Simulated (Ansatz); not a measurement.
## W, pressure series

The reference is W in the bcc (W type) structure (space group Im-3m, No. 229; a = 3.169 Å).

Cell and atoms are relaxed at each pressure.

All numbers come from plane-wave PAW DFT at the r2SCAN level (Ansatz, a quantum-chemistry and plane-wave program, 500 eV), without spin-orbit coupling.

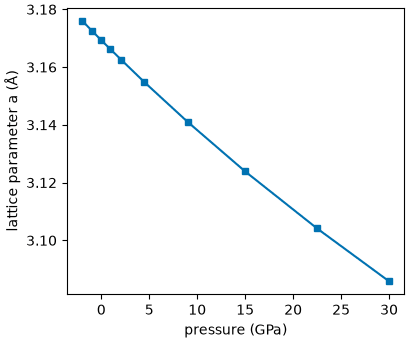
Fig. 1. Lattice parameter a against pressure

```tsv
pressure (GPa)	lattice parameter a
-2	317.6 pm
-1	317.3 pm
0.9	316.6 pm
2.1	316.2 pm
4.5	315.5 pm
9	314.1 pm
15	312.4 pm
22.5	310.4 pm
30	308.6 pm
```

Load acts through the strain it causes; cell and atoms are relaxed under it. Whether these cells are dynamically stable was not tested. No other phases were tried under pressure. The final runs are not spin-polarised.
